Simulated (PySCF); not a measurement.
C2H7BCl3Ga (SMILES ClCC[BH-]1[Cl+][GaH2-][Cl+]1)

Input

```
{"job": {"kind": "uv", "xc": "PBE0", "basis": "def2-SVPD", "nstates": 8, "ntriplets": 3}, "charge": 0, "multiplicity": 1}
Cl    -3.179433     1.202428     0.205145
C     -1.430194     0.818496     0.245232
C     -1.043941    -0.098173    -0.906287
B      0.524090    -0.475817    -0.964599
Cl     1.579432     1.102483    -0.981767
Ga     2.039818     0.741583     1.209796
Cl     1.076080    -1.242548     0.685247
H     -0.910146     1.780089     0.190693
H     -1.247082     0.351362     1.217876
H     -1.336981     0.381830    -1.842503
H     -1.635965    -1.013181    -0.835435
H      0.857165    -1.176601    -1.848838
H      1.141265     1.584327     2.150427
H      3.565213     0.603301     1.452847
```

Launched as:

```sh
OMP_NUM_THREADS=1 python probes_run.py task.json out
```

Geometry: GFN2-xTB.

Computed with PBE0/def2-SVPD, SCF density, gas phase (PySCF).

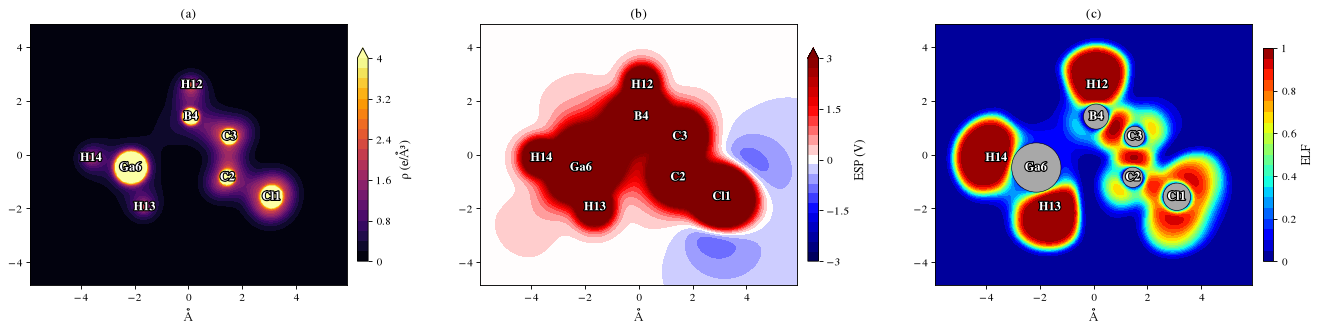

Figure 1. (a) electron density; (b) molecular electrostatic potential; (c) ELF on the plane of atoms Cl1, C2 and C3. Grey discs cover the atomic cores in the ELF map.

Describe what can be read from this map.

Answer. Atoms in the plane: Cl, C, B, Ga and H. C–C (1.52 Å): the density is about 1.7 e/Å³ at the midpoint; the ELF peaks at about 0.95 between the atoms (a shared electron pair). C–B (1.61 Å): ρ is about 1.3 e/Å³ halfway; the ELF peaks at about 1 between the atoms: a covalent bond. C–Cl (1.79 Å): the density is about 1.3 e/Å³ at the midpoint; the ELF peaks at about 0.90 between the atoms: a covalent bond. B–H (1.18 Å): ρ at the midpoint is about 1.3 e/Å³; the ELF climbs to about 1 towards the hydrogen, as it does in any bond to H (a covalent bond by its length). The ELF also peaks beside Cl1, away from the bonds: lone-pair regions. Outside the dense part of the molecule the potential is most negative (−0.9 V) near Cl1.

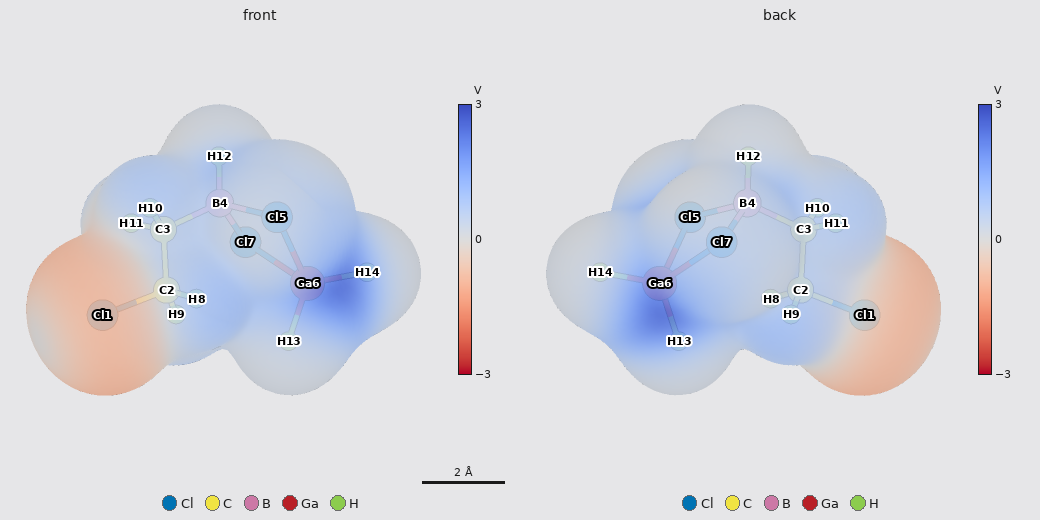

Figure 2. The molecular electrostatic potential painted on the density surface at 0.002 e/bohr³, seen from the front and from behind; the colour scale runs from red (negative) to blue (positive).

Describe the electrostatic potential map.

Answer. The most negative region (about −0.9 V, or −21 kcal/mol for a unit charge) lies over Cl1, the most positive (about +2.3 V, or +53 kcal/mol for a unit charge) over Ga6.
